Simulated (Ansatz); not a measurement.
## Si2H3O (charge +1): geometry relaxation

- system: Si2H3O, charge +1
- method: RKS PBE0-D4/def2-TZVP (Ansatz 0.2.0)

Figures and captions count atoms from 1; the log counts them from 0 in places.

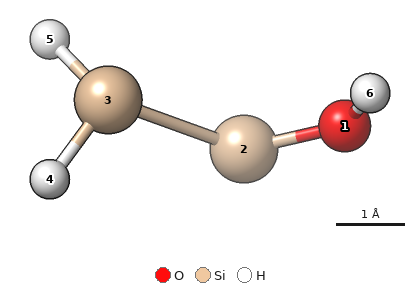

Fig. 1: The input geometry (ball-and-stick view, seen at a tilt; atoms are numbered from 1 in the order of the input). Bond lengths as drawn: H–O 0.98 Å, H–Si 1.51 Å, O–Si 1.62 Å and Si–Si 2.42 Å.

Input:
```yaml
crystal:
  periodic: [false, false, false]
  atoms:
    - {symbol: O, position_ang: [0.890165, -2.212988, 1.473164]}
    - {symbol: Si, position_ang: [0.592611, -1.646296, -0.009605]}
    - {symbol: Si, position_ang: [-0.219562, 0.593893, -0.404369]}
    - {symbol: H, position_ang: [-1.558705, 0.593491, -1.107746]}
    - {symbol: H, position_ang: [0.733624, 1.398356, -1.260023]}
    - {symbol: H, position_ang: [0.827931, -1.861724, 2.384755]}
basis:
  gaussian: {orbitals: def2-TZVP}
total_charge: 1
hamiltonian: {xc: pbe0, dispersion: d4}
relax: {f_tol: 0.005, max_steps: 200}
```

Machine: 2 threads of Intel Xeon @ 2.50GHz, 11 GiB of memory available, shared host.

Command:
```bash
ansatz run in.yaml --threads 2 --pin off --events-out ev --progress --plain --max-ram 4352MiB
```

The program's output:
```
Functional definition: PBE0
  name "PBE0"
  cite "Adamo & Barone, J. Chem. Phys. 110, 6158 (1999) doi:10.1063/1.478522"
  cite "Perdew, Burke & Ernzerhof, Phys. Rev. Lett. 77, 3865 (1996) doi:10.1103/PhysRevLett.77.3865"
  parent pbe
  parameter a = 0.25
  parameter kappa = 0.804
  parameter beta = 0.06672455060314922
  exchange = (1 - a)*pbe_x(kappa = kappa, mu = beta*pi^2/3) + a*exact_x
  correlation = pbe_c(beta = beta)
819 factors; their error is unknown
mean field evaluation 1: about -17821.7582 eV, gradient 8.8e1 eV
mean field evaluation 2: about -17689.2325 eV, gradient 1.9e2 eV
mean field evaluation 4: about -17832.4532 eV, gradient 2.3e1 eV
mean field evaluation 8: about -17834.5053 eV, gradient 1.1e-1 eV
mean field evaluation 16: about -17834.5741 eV, gradient 2.1e-4 eV
mean field -17834.57413178 eV, -655.4085106342 hartree, gradient 1.4e-5 eV, S^2 0.000000; 0 other end points of the search recorded, 0 dependent functions left out
the calculation of the forces begins
reference -17834.57416084 eV, -655.4085117023 hartree; 19, 19 occupied and 104, 104 virtual orbitals, 819 factors
relax step   1: F+E_penalty+E_count = -17834.66307831 eV  Δ(F+E_penalty+E_count) = +0.000e0 eV  max|allowed force component| = 1.237e0 eV/Å  Δτ_max = 0.0000 Å  (29 SCF iters, accepted)
these checks for a lower state are left out or cut short: starts, cluster_reference, orbital_swaps, neighbouring_geometries, increment
819 factors; their error is unknown
mean field -17834.60626373 eV, -655.4096914619 hartree, gradient 2.7e-5 eV, S^2 0.000000; 0 other end points of the search recorded, 0 dependent functions left out
the calculation of the forces begins
reference -17834.60629276 eV, -655.4096925285 hartree; 19, 19 occupied and 104, 104 virtual orbitals, 819 factors
relax step   2: F+E_penalty+E_count = -17834.69602080 eV  Δ(F+E_penalty+E_count) = -3.294e-2 eV  max|allowed force component| = 7.915e-1 eV/Å  Δτ_max = 0.0900 Å  (30 SCF iters, accepted)
these checks for a lower state are left out or cut short: starts, cluster_reference, orbital_swaps, neighbouring_geometries, increment
819 factors; their error is unknown
mean field evaluation 32: about -17834.6170 eV, gradient 9.3e-6 eV
mean field -17834.61704178 eV, -655.4100875476 hartree, gradient 9.3e-6 eV, S^2 0.000000; 0 other end points of the search recorded, 0 dependent functions left out
the calculation of the forces begins
reference -17834.61707078 eV, -655.4100886134 hartree; 19, 19 occupied and 104, 104 virtual orbitals, 819 factors
relax step   3: F+E_penalty+E_count = -17834.70683417 eV  Δ(F+E_penalty+E_count) = -1.081e-2 eV  max|allowed force component| = 2.067e-1 eV/Å  Δτ_max = 0.0245 Å  (32 SCF iters, accepted)
these checks for a lower state are left out or cut short: starts, cluster_reference, orbital_swaps, neighbouring_geometries, increment
819 factors; their error is unknown
mean field -17834.61821457 eV, -655.4101306472 hartree, gradient 8.9e-6 eV, S^2 0.000000; 0 other end points of the search recorded, 0 dependent functions left out
the calculation of the forces begins
reference -17834.61824360 eV, -655.4101317137 hartree; 19, 19 occupied and 104, 104 virtual orbitals, 819 factors
relax step   4: F+E_penalty+E_count = -17834.70794245 eV  Δ(F+E_penalty+E_count) = -1.108e-3 eV  max|allowed force component| = 4.251e-2 eV/Å  Δτ_max = 0.0090 Å  (31 SCF iters, accepted)
these checks for a lower state are left out or cut short: starts, cluster_reference, orbital_swaps, neighbouring_geometries, increment
819 factors; their error is unknown
mean field -17834.61859427 eV, -655.4101446009 hartree, gradient 8.9e-6 eV, S^2 0.000000; 0 other end points of the search recorded, 0 dependent functions left out
the calculation of the forces begins
reference -17834.61862333 eV, -655.4101456687 hartree; 19, 19 occupied and 104, 104 virtual orbitals, 819 factors
relax step   5: F+E_penalty+E_count = -17834.70824827 eV  Δ(F+E_penalty+E_count) = -3.058e-4 eV  max|allowed force component| = 6.481e-2 eV/Å  Δτ_max = 0.0118 Å  (31 SCF iters, accepted)
these checks for a lower state are left out or cut short: starts, cluster_reference, orbital_swaps, neighbouring_geometries, increment
819 factors; their error is unknown
mean field -17834.61919976 eV, -655.4101668521 hartree, gradient 9.6e-6 eV, S^2 0.000000; 0 other end points of the search recorded, 0 dependent functions left out
the calculation of the forces begins
reference -17834.61922887 eV, -655.4101679219 hartree; 19, 19 occupied and 104, 104 virtual orbitals, 819 factors
relax step   6: F+E_penalty+E_count = -17834.70883356 eV  Δ(F+E_penalty+E_count) = -5.853e-4 eV  max|allowed force component| = 1.427e-2 eV/Å  Δτ_max = 0.0218 Å  (31 SCF iters, accepted)
these checks for a lower state are left out or cut short: starts, cluster_reference, orbital_swaps, neighbouring_geometries, increment
819 factors; their error is unknown
mean field -17834.61931952 eV, -655.4101712532 hartree, gradient 9.0e-6 eV, S^2 0.000000; 0 other end points of the search recorded, 0 dependent functions left out
the calculation of the forces begins
reference -17834.61934867 eV, -655.4101723244 hartree; 19, 19 occupied and 104, 104 virtual orbitals, 819 factors
relax step   7: F+E_penalty+E_count = -17834.70895120 eV  Δ(F+E_penalty+E_count) = -1.176e-4 eV  max|allowed force component| = 1.055e-2 eV/Å  Δτ_max = 0.0159 Å  (31 SCF iters, accepted)
these checks for a lower state are left out or cut short: starts, cluster_reference, orbital_swaps, neighbouring_geometries, increment
819 factors; their error is unknown
mean field evaluation 64: about -17834.6193 eV, gradient 1.9e-1 eV
mean field -17834.61932669 eV, -655.4101715167 hartree, gradient 8.9e-6 eV, S^2 0.000000; 0 other end points of the search recorded, 0 dependent functions left out
the calculation of the forces begins
reference -17834.61935585 eV, -655.4101725882 hartree; 19, 19 occupied and 104, 104 virtual orbitals, 819 factors
relax step   8: F+E_penalty+E_count = -17834.70896143 eV  Δ(F+E_penalty+E_count) = -1.022e-5 eV  max|allowed force component| = 4.833e-3 eV/Å  Δτ_max = 0.0025 Å  (33 SCF iters, accepted)
```

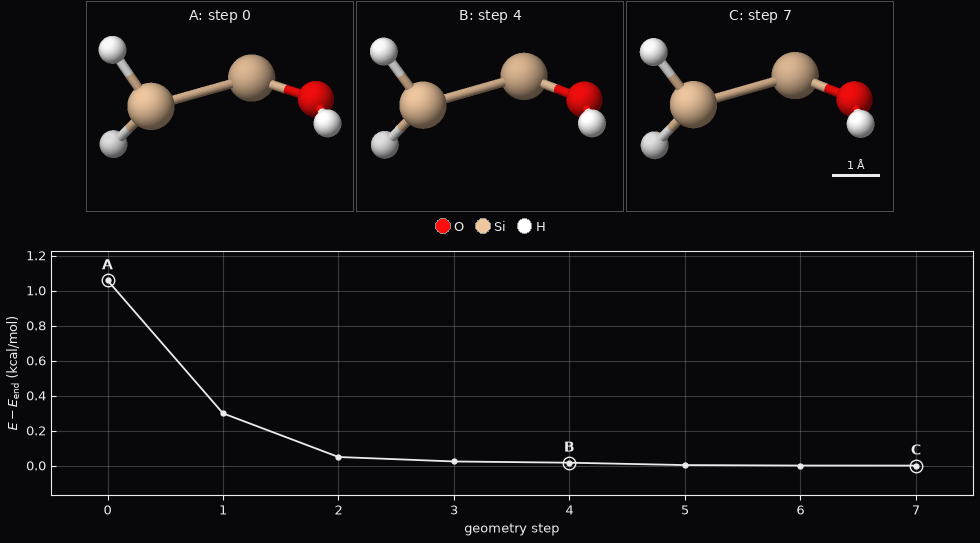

Fig. 2: Frames of the relaxation (ball-and-stick view, seen at a tilt) above the curves, on which the letters mark them (the first geometry is step 0 here and step 1 in the log).

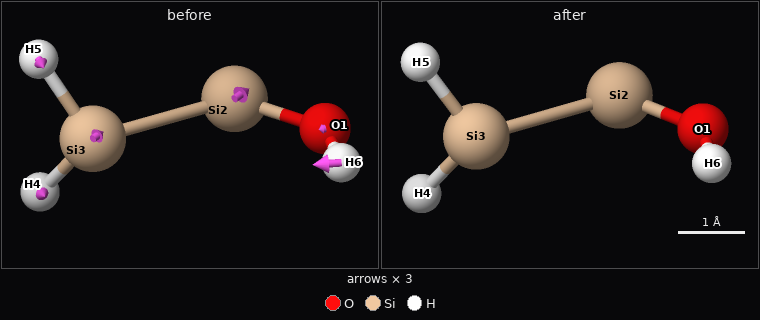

Fig. 3: Before (left) and after (right) the relaxation, at one scale (ball-and-stick view, seen at a tilt). The pink arrows give the displacements, magnified 3 times. The energy falls by 1.06 kcal/mol in 7 geometry steps. Largest force component: 1.2 eV/Å at the start, 0.0048 eV/Å at the end. H6 moves most after the best rigid fit: 0.15 Å. By element the largest moves are H 0.15 Å, Si 0.12 Å, O 0.03 Å. Distances before and after: Si2–Si3 2.415 → 2.448 Å, O1–Si2 1.615 → 1.585 Å, Si3–H4 1.513 → 1.491 Å, O1–H6 0.979 → 0.963 Å. Among the angles that change: O1–Si2–Si3 122.5° → 116.8°, Si2–Si3–H4 111.9° → 115.6°. (Atoms are counted from 1 in the order of the input.)

```
819 factors; their error is unknown
mean field -17834.61932669 eV, -655.4101715167 hartree, gradient 4.5e-5 eV, S^2 0.000000; 1 other end points of the search recorded, 0 dependent functions left out
the calculation of the forces begins
reference -17834.61935585 eV, -655.4101725882 hartree; 19, 19 occupied and 104, 104 virtual orbitals, 819 factors
Total energy: -17834.70899058 eV, -655.4134666040 hartree
Atom 0 at     0.879121    -2.182092     1.463799 Å, force    -0.001229     0.001804     0.002610 eV/Å
Atom 1 at     0.628947    -1.756833    -0.042387 Å, force     0.000810     0.000260     0.003031 eV/Å
Atom 2 at    -0.193873     0.516444    -0.425734 Å, force    -0.000909     0.000573    -0.003280 eV/Å
Atom 3 at    -1.548010     0.615533    -1.041118 Å, force     0.001906     0.000463     0.001196 eV/Å
Atom 4 at     0.719624     1.411594    -1.191512 Å, force    -0.001398    -0.001000     0.001278 eV/Å
Atom 5 at     0.780254    -1.739914     2.313127 Å, force     0.000820    -0.002101    -0.004834 eV/Å
Dipole moment:    -0.141245     0.418540     0.087536 e Å
```

Trajectory as extended XYZ (Å, eV, eV/Å), 8 frames, from step=1 to step=8:
```
6
Properties=species:S:1:pos:R:3:forces:R:3 step=1 energy=-17834.66308
O     0.8902   -2.2130    1.4732   -0.2614   0.6485  -0.5142
Si    0.5926   -1.6463   -0.0096    0.2338  -0.4314   1.2371
Si   -0.2196    0.5939   -0.4044   -0.0635   0.1061  -0.3813
H    -1.5587    0.5935   -1.1077    0.2959   0.0123   0.1908
H     0.7336    1.3984   -1.2600   -0.2134  -0.1665   0.2241
H     0.8279   -1.8617    2.3848    0.0085  -0.1690  -0.7564
6
Properties=species:S:1:pos:R:3:forces:R:3 step=2 energy=-17834.69602
O     0.8787   -2.1823    1.4562   -0.1029   0.2091  -0.4285
Si    0.6041   -1.6845   -0.0392    0.1212  -0.1931   0.7915
Si   -0.2067    0.5589   -0.3947   -0.0137  -0.0023  -0.2083
H    -1.5443    0.5815   -1.0662    0.0782   0.0481   0.0633
H     0.7349    1.3815   -1.2179   -0.0827  -0.0084   0.0739
H     0.7993   -1.7903    2.3380   -0.0001  -0.0534  -0.2919
6
Properties=species:S:1:pos:R:3:forces:R:3 step=3 energy=-17834.70683
O     0.8771   -2.1813    1.4565   -0.0089  -0.0068  -0.2043
Si    0.6108   -1.7014   -0.0324    0.0471  -0.0991   0.2067
Si   -0.2009    0.5397   -0.4087   -0.0094   0.0269  -0.0093
H    -1.5396    0.5943   -1.0570   -0.0433   0.0070  -0.0059
H     0.7243    1.3893   -1.2073    0.0282   0.0322  -0.0108
H     0.7944   -1.7760    2.3250   -0.0138   0.0398   0.0236
6
Properties=species:S:1:pos:R:3:forces:R:3 step=4 energy=-17834.70794
O     0.8812   -2.1815    1.4571    0.0015  -0.0311  -0.0396
Si    0.6132   -1.7097   -0.0299    0.0200  -0.0425   0.0147
Si   -0.2002    0.5365   -0.4147   -0.0093   0.0237   0.0136
H    -1.5440    0.5986   -1.0539   -0.0181   0.0054  -0.0095
H     0.7258    1.3940   -1.2058    0.0100   0.0146  -0.0106
H     0.7901   -1.7731    2.3233   -0.0041   0.0300   0.0314
6
Properties=species:S:1:pos:R:3:forces:R:3 step=5 energy=-17834.70825
O     0.8712   -2.1873    1.4597    0.0285  -0.0080   0.0638
Si    0.6186   -1.7201   -0.0301   -0.0146  -0.0050  -0.0648
Si   -0.1996    0.5346   -0.4175    0.0033   0.0079   0.0051
H    -1.5456    0.6011   -1.0549    0.0017   0.0037  -0.0004
H     0.7241    1.4017   -1.2029   -0.0048   0.0029  -0.0022
H     0.7973   -1.7652    2.3219   -0.0140  -0.0016  -0.0015
6
Properties=species:S:1:pos:R:3:forces:R:3 step=6 energy=-17834.70883
O     0.8790   -2.1840    1.4621    0.0034  -0.0044   0.0143
Si    0.6237   -1.7403   -0.0366   -0.0027   0.0045  -0.0129
Si   -0.1969    0.5262   -0.4205    0.0028  -0.0083  -0.0075
H    -1.5464    0.6099   -1.0482   -0.0017   0.0031   0.0033
H     0.7210    1.4062   -1.1984   -0.0004   0.0033   0.0031
H     0.7858   -1.7532    2.3179   -0.0014   0.0019  -0.0002
6
Properties=species:S:1:pos:R:3:forces:R:3 step=7 energy=-17834.70895
O     0.8798   -2.1824    1.4637   -0.0035   0.0047   0.0049
Si    0.6281   -1.7548   -0.0415    0.0025  -0.0017   0.0060
Si   -0.1942    0.5176   -0.4247   -0.0036   0.0059  -0.0105
H    -1.5476    0.6154   -1.0425    0.0036  -0.0015   0.0048
H     0.7193    1.4110   -1.1929   -0.0010  -0.0036   0.0051
H     0.7808   -1.7421    2.3142    0.0020  -0.0040  -0.0103
6
Properties=species:S:1:pos:R:3:forces:R:3 step=8 energy=-17834.70896
O     0.8791   -2.1821    1.4638   -0.0012   0.0018   0.0026
Si    0.6289   -1.7568   -0.0424    0.0008   0.0003   0.0030
Si   -0.1939    0.5164   -0.4257   -0.0009   0.0006  -0.0033
H    -1.5480    0.6155   -1.0411    0.0019   0.0005   0.0012
H     0.7196    1.4116   -1.1915   -0.0014  -0.0010   0.0013
H     0.7803   -1.7399    2.3131    0.0008  -0.0021  -0.0048
```

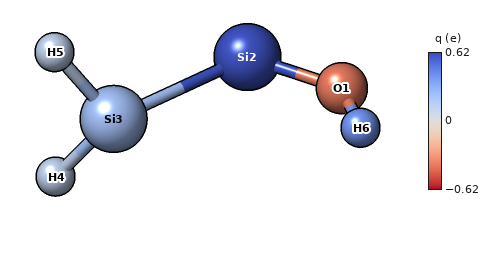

Fig. 4: Mulliken charges, as the colour of each atom (ball-and-stick view, seen at a tilt; atoms are numbered from 1 in the order of the input). By element: O −0.39, Si +0.21 to +0.59 and H +0.10 to +0.38 e.

Summary:

- outcome: converged
- total energy: −17834.7090 eV
- mean-field energy: −17834.6194 eV
- dispersion energy: −0.0896 eV
- SCF solution under orbital rotations: stable
- largest force (length of the vector) at the end: 0.005 eV/Å
- wall time: 15 s (CPU time 28 s)
- peak memory: 0.22 GiB
